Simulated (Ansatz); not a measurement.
## GaH2ClO2: geometry relaxation (part 1 of 2)

- system: GaH2ClO2
- method: RKS B3LYP-D4/def2-SVP (Ansatz 0.2.0)

It belongs to a series of runs on one base structure; here: start relaxed.

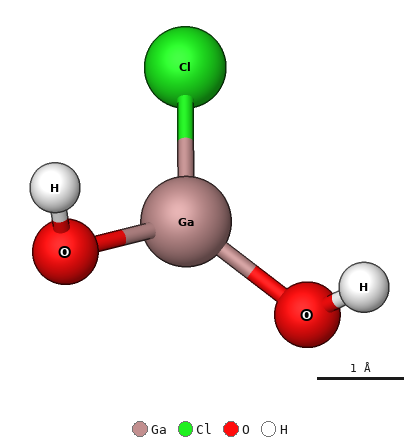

*The structure as given in the input (ball-and-stick view, seen at a tilt). Sticks mark near contacts.*

**Results in brief**

- outcome: converged
- total energy: −69018.2964 eV
- mean-field energy: −69018.0990 eV
- largest force (length of the vector) at the end: 0.010 eV/Å
- hardware: 1 thread of Arm Neoverse V1, 24 GiB of memory available, shared host
- wall time: 43 s
- peak memory: 0.19 GiB

**Input file**
```yaml
crystal:
  periodic: [false, false, false]
  atoms:
    - { symbol: Ga, position_ang: [0.0, 0.0, 0.0] }
    - { symbol: Cl, position_ang: [0.0, 0.0, 2.24] }
    - { symbol: O, position_ang: [1.5501, 0.0, -0.895] }
    - { symbol: H, position_ang: [1.85, -0.9519, -1.0499] }
    - { symbol: O, position_ang: [-1.5501, 0.0, -0.895] }
    - { symbol: H, position_ang: [-2.0598, -0.8467, -0.6865] }
basis:
  gaussian: { orbitals: def2-SVP }
hamiltonian:
  xc: b3lyp
  dispersion: d4
relax:
  f_tol: 0.02
  max_steps: 40
output:
  orbitals: {}
```

Launched with:
```bash
ansatz run input.yaml --threads 1 --pin off --max-ram 2048MiB --backend cpu --events-out ev --progress --plain --runs-dir out
```

**The program's output**
```
The last accepted step is kept in [file] (removed where the run ends without a failure and the disk answers)
Engine: ansatz 0.2.0, aarch64-unknown-linux-gnu
Functional definition: B3LYP
  parameter a0 = 0.2
  parameter ax = 0.72
  parameter ac = 0.81
  exchange = (1 - a0 - ax)*slater_x + ax*b88_x + a0*exact_x
  correlation = (1 - ac)*vwn_rpa_c + ac*lyp_c
888 factors; integrals over basis functions are off by at most 4.6e-4 eV
mean field evaluation 1: about -69007.2222 eV, gradient 7.7e1 eV
mean field evaluation 2: about -68962.9286 eV, gradient 1.6e2 eV
mean field evaluation 4: about -69017.3629 eV, gradient 1.1e1 eV
mean field evaluation 8: about -69017.6328 eV, gradient 3.2e-1 eV
mean field -69017.63299683 eV, -2536.3512308018 hartree, gradient 7.2e-5 eV, S^2 0.000000; 0 other end points of the search recorded, 0 dependent functions left out
the calculation of the forces begins
reference -69017.63322399 eV, -2536.3512391497 hartree; 33, 33 occupied and 55, 55 virtual orbitals, 888 factors
relax step   1: F+E_penalty+E_count = -69017.82566244 eV  Δ(F+E_penalty+E_count) = +0.000e0 eV  max|allowed force component| = 1.780e0 eV/Å  Δτ_max = 0.0000 Å  (25 SCF iters, accepted)
these checks for a lower state are left out or cut short: starts, cluster_reference, orbital_swaps, neighbouring_geometries, increment
888 factors; integrals over basis functions are off by at most 5.3e-4 eV
mean field evaluation 16: about -69017.4215 eV, gradient 1.1e1 eV
mean field -69017.77275935 eV, -2536.3563669794 hartree, gradient 9.7e-6 eV, S^2 0.000000; 0 other end points of the search recorded, 0 dependent functions left out
the calculation of the forces begins
reference -69017.77298365 eV, -2536.3563752225 hartree; 33, 33 occupied and 55, 55 virtual orbitals, 888 factors
relax step   2: F+E_penalty+E_count = -69017.96814369 eV  Δ(F+E_penalty+E_count) = -1.425e-1 eV  max|allowed force component| = 1.700e0 eV/Å  Δτ_max = 0.1949 Å  (31 SCF iters, accepted)
these checks for a lower state are left out or cut short: starts, cluster_reference, orbital_swaps, neighbouring_geometries, increment
888 factors; integrals over basis functions are off by at most 5.4e-4 eV
mean field -69017.76601145 eV, -2536.3561189988 hartree, gradient 7.5e-5 eV, S^2 0.000000; 0 other end points of the search recorded, 0 dependent functions left out
the calculation of the forces begins
reference -69017.76623510 eV, -2536.3561272176 hartree; 33, 33 occupied and 55, 55 virtual orbitals, 888 factors
relax step   3: F+E_penalty+E_count = -69017.96206440 eV  Δ(F+E_penalty+E_count) = +6.079e-3 eV  max|allowed force component| = 2.098e0 eV/Å  Δτ_max = 0.1946 Å  (30 SCF iters, rejected (line search))
these checks for a lower state are left out or cut short: starts, cluster_reference, orbital_swaps, neighbouring_geometries, increment
888 factors; integrals over basis functions are off by at most 5.3e-4 eV
mean field evaluation 32: about -69017.8613 eV, gradient 1.4e-4 eV
mean field -69017.86127335 eV, -2536.3596198090 hartree, gradient 2.6e-5 eV, S^2 0.000000; 0 other end points of the search recorded, 0 dependent functions left out
the calculation of the forces begins
reference -69017.86149577 eV, -2536.3596279829 hartree; 33, 33 occupied and 55, 55 virtual orbitals, 888 factors
relax step   4: F+E_penalty+E_count = -69018.05764740 eV  Δ(F+E_penalty+E_count) = -8.950e-2 eV  max|allowed force component| = 8.425e-1 eV/Å  Δτ_max = 0.0970 Å  (28 SCF iters, accepted)
these checks for a lower state are left out or cut short: starts, cluster_reference, orbital_swaps, neighbouring_geometries, increment
888 factors; integrals over basis functions are off by at most 5.3e-4 eV
mean field -69017.91485256 eV, -2536.3615888087 hartree, gradient 7.7e-6 eV, S^2 0.000000; 0 other end points of the search recorded, 0 dependent functions left out
the calculation of the forces begins
reference -69017.91507405 eV, -2536.3615969484 hartree; 33, 33 occupied and 55, 55 virtual orbitals, 888 factors
relax step   5: F+E_penalty+E_count = -69018.11163434 eV  Δ(F+E_penalty+E_count) = -5.399e-2 eV  max|allowed force component| = 5.100e-1 eV/Å  Δτ_max = 0.0974 Å  (30 SCF iters, accepted)
these checks for a lower state are left out or cut short: starts, cluster_reference, orbital_swaps, neighbouring_geometries, increment
888 factors; integrals over basis functions are off by at most 5.2e-4 eV
mean field -69017.97598926 eV, -2536.3638355409 hartree, gradient 1.8e-5 eV, S^2 0.000000; 0 other end points of the search recorded, 0 dependent functions left out
the calculation of the forces begins
reference -69017.97620967 eV, -2536.3638436408 hartree; 33, 33 occupied and 55, 55 virtual orbitals, 888 factors
relax step   6: F+E_penalty+E_count = -69018.17309181 eV  Δ(F+E_penalty+E_count) = -6.146e-2 eV  max|allowed force component| = 3.690e-1 eV/Å  Δτ_max = 0.1499 Å  (28 SCF iters, accepted)
these checks for a lower state are left out or cut short: starts, cluster_reference, orbital_swaps, neighbouring_geometries, increment
888 factors; integrals over basis functions are off by at most 5.0e-4 eV
mean field -69018.04788402 eV, -2536.3664776247 hartree, gradient 7.6e-5 eV, S^2 0.000000; 0 other end points of the search recorded, 0 dependent functions left out
the calculation of the forces begins
reference -69018.04810114 eV, -2536.3664856036 hartree; 33, 33 occupied and 55, 55 virtual orbitals, 888 factors
relax step   7: F+E_penalty+E_count = -69018.24524702 eV  Δ(F+E_penalty+E_count) = -7.216e-2 eV  max|allowed force component| = 3.780e-1 eV/Å  Δτ_max = 0.1996 Å  (30 SCF iters, accepted)
these checks for a lower state are left out or cut short: starts, cluster_reference, orbital_swaps, neighbouring_geometries, increment
888 factors; integrals over basis functions are off by at most 5.9e-4 eV
mean field -69018.09574760 eV, -2536.3682365788 hartree, gradient 8.2e-5 eV, S^2 0.000000; 0 other end points of the search recorded, 0 dependent functions left out
the calculation of the forces begins
reference -69018.09596326 eV, -2536.3682445041 hartree; 33, 33 occupied and 55, 55 virtual orbitals, 888 factors
relax step   8: F+E_penalty+E_count = -69018.29312865 eV  Δ(F+E_penalty+E_count) = -4.788e-2 eV  max|allowed force component| = 9.226e-2 eV/Å  Δτ_max = 0.1997 Å  (30 SCF iters, accepted)
these checks for a lower state are left out or cut short: starts, cluster_reference, orbital_swaps, neighbouring_geometries, increment
888 factors; integrals over basis functions are off by at most 6.0e-4 eV
mean field evaluation 64: about -69018.0965 eV, gradient 3.3e-2 eV
mean field -69018.09651972 eV, -2536.3682649536 hartree, gradient 7.8e-5 eV, S^2 0.000000; 0 other end points of the search recorded, 0 dependent functions left out
the calculation of the forces begins
reference -69018.09673532 eV, -2536.3682728769 hartree; 33, 33 occupied and 55, 55 virtual orbitals, 888 factors
relax step   9: F+E_penalty+E_count = -69018.29386371 eV  Δ(F+E_penalty+E_count) = -7.351e-4 eV  max|allowed force component| = 1.195e-1 eV/Å  Δτ_max = 0.0108 Å  (25 SCF iters, accepted)
these checks for a lower state are left out or cut short: starts, cluster_reference, orbital_swaps, neighbouring_geometries, increment
888 factors; integrals over basis functions are off by at most 6.9e-4 eV
mean field -69018.09874907 eV, -2536.3683468806 hartree, gradient 7.8e-5 eV, S^2 0.000000; 0 other end points of the search recorded, 0 dependent functions left out
the calculation of the forces begins
reference -69018.09896479 eV, -2536.3683548082 hartree; 33, 33 occupied and 55, 55 virtual orbitals, 888 factors
relax step  10: F+E_penalty+E_count = -69018.29614505 eV  Δ(F+E_penalty+E_count) = -2.281e-3 eV  max|allowed force component| = 2.517e-2 eV/Å  Δτ_max = 0.0358 Å  (26 SCF iters, accepted)
these checks for a lower state are left out or cut short: starts, cluster_reference, orbital_swaps, neighbouring_geometries, increment
888 factors; integrals over basis functions are off by at most 7.0e-4 eV
mean field -69018.09882783 eV, -2536.3683497752 hartree, gradient 2.2e-5 eV, S^2 0.000000; 0 other end points of the search recorded, 0 dependent functions left out
the calculation of the forces begins
reference -69018.09904357 eV, -2536.3683577034 hartree; 33, 33 occupied and 55, 55 virtual orbitals, 888 factors
relax step  11: F+E_penalty+E_count = -69018.29618747 eV  Δ(F+E_penalty+E_count) = -4.242e-5 eV  max|allowed force component| = 7.667e-3 eV/Å  Δτ_max = 0.0056 Å  (23 SCF iters, accepted)
```

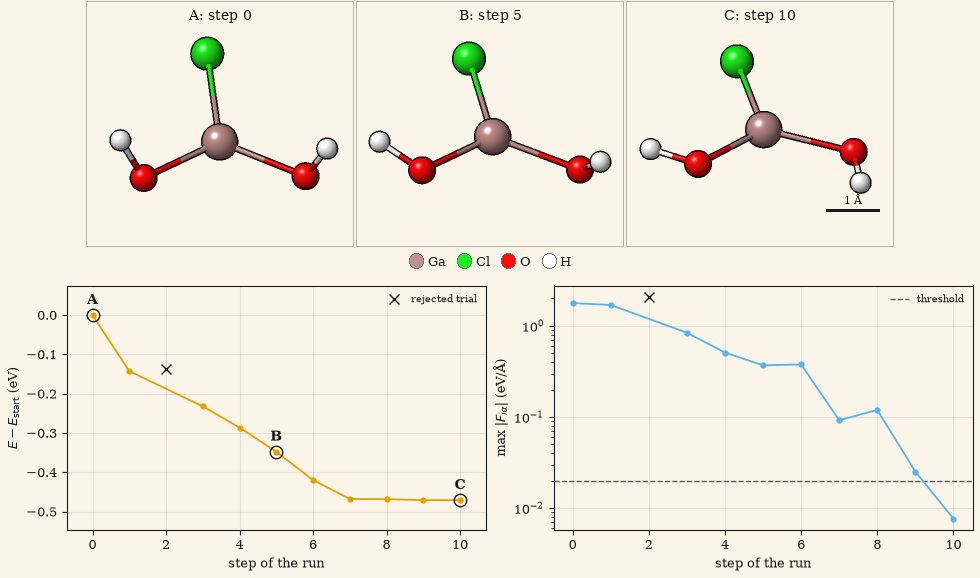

*Frames of the relaxation (ball-and-stick view, seen at a tilt) above the curves, on which the letters mark them (the first geometry is step 0 here and step 1 in the log).*

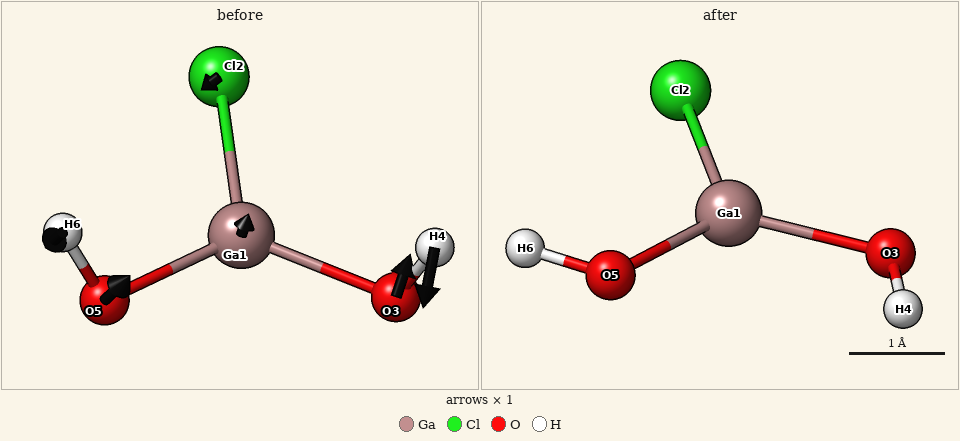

*Before (left) and after (right) the relaxation, at one scale (ball-and-stick view, seen at a tilt). The black arrows give the displacements, at true length.*

H4 moves most after the best rigid fit: 0.66 Å. By element the largest moves are H 0.66 Å, O 0.54 Å, Ga 0.26 Å, Cl 0.25 Å. Among the contacts that change: Ga1–Cl2 2.240 → 2.143 Å, O3–H4 1.010 → 0.967 Å, Ga1–O3 1.790 → 1.774 Å, Ga1–O5 1.790 → 1.780 Å. Among the angles that change: Ga1–O5–H6 109.5° → 114.0°, Ga1–O3–H4 109.5° → 112.7°. The energy falls by 0.471 eV in 10 geometry steps. Largest force component: 1.8 eV/Å at the start, 0.0077 eV/Å at the end. The line search rejected the trial step at point 2 (counted from 0) and went back. (Atoms are counted from 1 in the order of the input.)
